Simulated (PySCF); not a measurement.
```tsv
atom	x (Å)	y (Å)	z (Å)
C	2.6815	0.7677	0.4171
O	1.4099	0.3552	0.7073
B	0.7952	-0.5380	-0.3563
C	-0.7447	-0.8624	0.1496
C	-1.5452	0.4446	0.3156
C	-2.7965	0.0191	0.9595
O	-3.8883	-0.1163	0.4412
H	3.3904	-0.0788	0.3212
H	3.0443	1.4246	1.2236
H	2.7364	1.3316	-0.5350
H	0.7955	0.0374	-1.4359
H	1.4190	-1.5887	-0.4384
H	-1.2660	-1.5204	-0.5513
H	-0.7056	-1.3766	1.1130
H	-0.9510	1.1044	0.9451
H	-1.7193	0.8994	-0.6586
H	-2.6627	-0.2907	2.0221
```

Geometry: GFN2-xTB.

The calculation used PySCF, PBE0/pcSseg-1, SCF density, gas phase, non-relativistic.

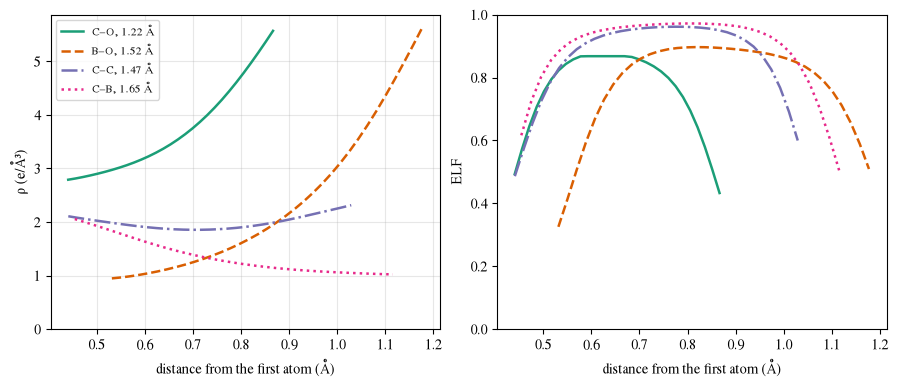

C₄H₁₀BO₂ (SMILES CO[BH2-]CCC=O) (charge −1). Electron density and ELF along straight lines between neighbouring atoms. The curves leave out the atomic cores.

### What kind of bonding do the profiles show?

C–O (1.22 Å): the density is about 3.2 e/Å³ at the midpoint; the ELF peaks at about 0.85 between the atoms (a short, multiple covalent bond).
B–O (1.52 Å): ρ at the midpoint is about 1.4 e/Å³; the ELF peaks at about 0.90 between the atoms, as expected for a shared but strongly polarised pair.
C–C (1.47 Å): ρ is about 1.9 e/Å³ halfway; the ELF peaks at about 0.95 between the atoms: a covalent bond.
C–B (1.65 Å): ρ is about 1.2 e/Å³ halfway; the ELF peaks at about 1 between the atoms (localised, covalent bonding).
